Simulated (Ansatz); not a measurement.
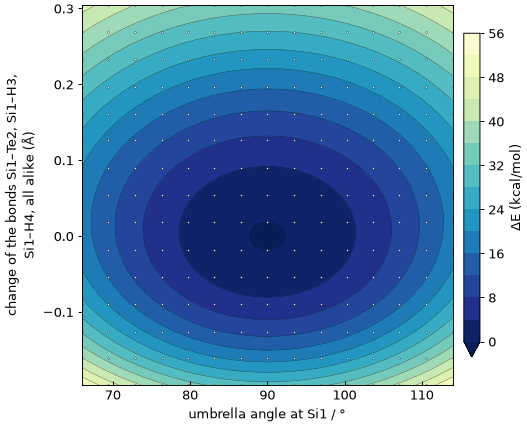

H3SiTe, SMILES [SiH2+][TeH], charge +1. Coordinates scanned: (1) umbrella angle at Si1 (between each of its bonds and their common axis; 90 is planar); (2) change of the bonds Si1–Te2, Si1–H3, Si1–H4, all alike. Nothing is relaxed (all other coordinates rigid). The grid has 15 × 15 points; 120 points were computed and 105 follow by symmetry. Points are written as (first, second). Energies are in kcal/mol, from the lowest grid point. These are results of Ansatz, RKS PBE-D4/def2-SVP, not measurements.

The picture shows filled contours, dots at the grid points. Between grid points the surface is interpolated.

The lowest grid point is at (90.0°, 0.018 Å). No other kind of well shows on this grid. The highest grid point, (66.0°, −0.197 Å), lies 52.1 kcal/mol above the lowest. Round the minimum the two coordinates are nearly uncoupled.

The level of theory is changed to RKS PBE0-D4/def2-TZVP (Ansatz 0.2.0); with it change the reference geometry, relaxed at the new level; the new grid has 15 × 15 points, laid about the new relaxed structure.

Q: How does the landscape change?

A: The lowest place stays at about (90°, 0.000 Å). The curvature at the minimum changes from about 9.2 to 11 eV/rad² along the first coordinate and by less than a tenth (about 53) eV/Å² along the second coordinate.

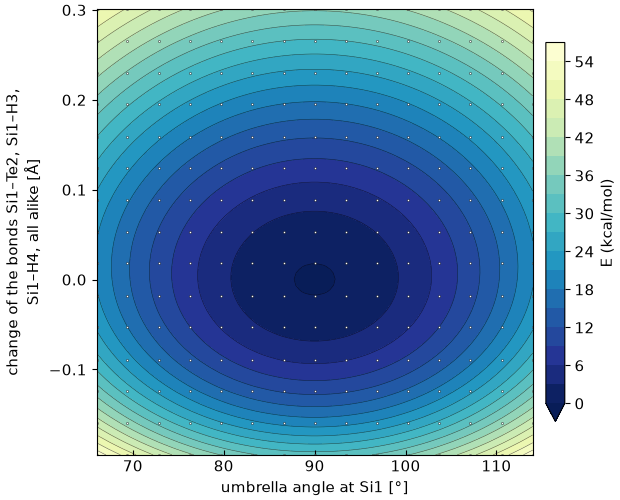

The map after the change, on a colour scale of its own. The picture shows filled contours, dots at the grid points. Between grid points the surface is interpolated.
